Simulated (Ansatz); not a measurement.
Consider Ga4P3N.

The calculation's input:

```
crystal:
  lattice:
    - [6.051934208, 0.0, -0.0155352406]
    - [0.0, 3.6794764559, 0.0]
    - [-0.0165007708, 0.0, 6.3870334571]
  atoms:
    - { symbol: "N", position: [-0.0028874734, 0.0, 0.3338822541] }
    - { symbol: P, position: [0.0049076151, 0.5, 0.8346953026] }
    - { symbol: P, position: [0.495239419, 0.5, 0.1804183706] }
    - { symbol: P, position: [0.5059633336, 0.0, 0.6535648786] }
    - { symbol: Ga, position: [0.3247111181, 0.0, 0.3330757623] }
    - { symbol: Ga, position: [0.3893082137, 0.5, 0.8351496848] }
    - { symbol: Ga, position: [0.8907210522, 0.5, 0.1987598966] }
    - { symbol: Ga, position: [0.8920367218, 0.0, 0.6304538506] }
kpoints:
  mp_grid: { grid: [4, 8, 4] }
  band_path:
    path:
      - [0.0, 0.0, 0.0]
      - [-2.716251219049e-34, 0.5, 4.353473014801e-18]
      - [-8.408136277588e-20, 0.5, 0.5]
      - [-8.408136277588e-20, -1.207856180269e-35, 0.5]
      - [0.0, 0.0, 0.0]
      - [-0.5, -7.569772817751e-19, 0.5]
      - [-0.5, 0.5, 0.5]
      - [-2.716251219049e-34, 0.5, 4.353473014801e-18]
      - [-0.5, 0.5, 2.892032360334e-17]
      - [-0.5, -7.569772817751e-19, 2.450736145881e-17]
      - [0.0, 0.0, 0.0]
    npoints: 10
hamiltonian:
  xc: pbe
scf:
  occupations: { method: fermi_dirac, width: 0.02 }
  n_extra_bands: 6
output:
  forces: true
  stress: true
  eigenvalues: true
  write_density: true
  write_potential: true
  elf: true
  volumetric_format: npy
```

Run with:

```sh
ansatz run input.yaml --threads 4 --pin off --max-ram 6451MiB --backend cpu --events-out ev --progress --plain --runs-dir out
```

Below, planes, directions and counts refer to the conventional cell (a = 6.05 Å, b = 3.68 Å, c = 6.39 Å, α = 90.00°, β = 90.30°, γ = 90.00°).

Space group Pm; started from the ordered alloy on wurtzite lattice prototype, which need not be the ambient phase; computed pressure about 3 GPa in this cell.

These are results of Ansatz, DFT, PBE, plane waves, PAW, not measurements.

### Predict the valence pseudo-density and electron localisation function between the atoms.

Ga–N (1.98 Å): ρ is about 0.71 e/Å³ halfway; the ELF peaks at about 0.85 in the valence shell of N, 0.7 Å from its nucleus, and is about 0.50 at the midpoint.
Ga–P (2.33 Å): the density is about 0.57 e/Å³ at the midpoint; the ELF peaks at about 0.90 in the valence shell of P, 0.8 Å from its nucleus, and is about 0.75 at the midpoint.

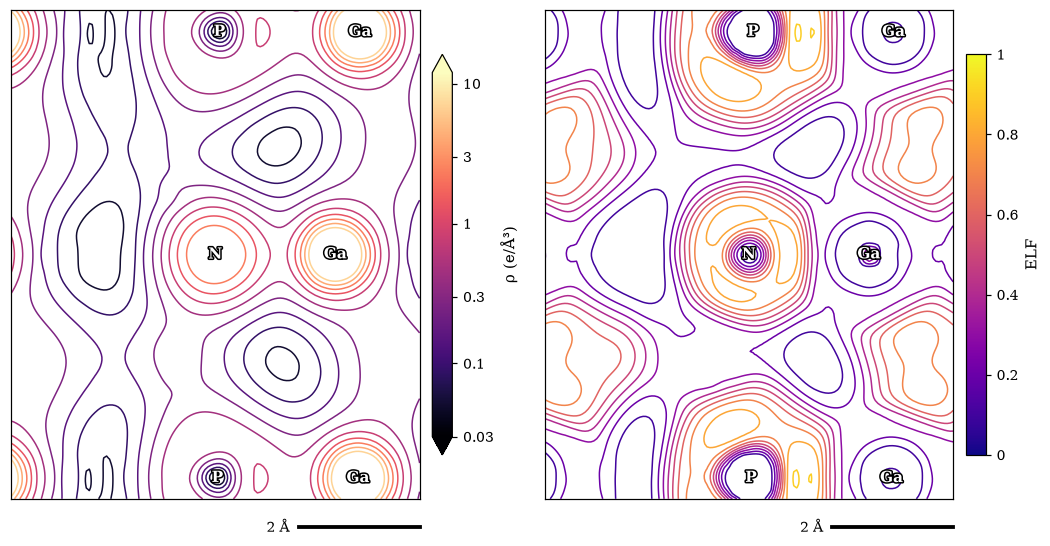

Computed valence pseudo-density and electron localisation function on the (011) plane of the conventional cell, in this order. Atoms just off the plane (Ga, 0.9 Å away) can leave unmarked features too.

Core electrons are frozen (PAW), and the valence fields are smoothed inside the atomic spheres.
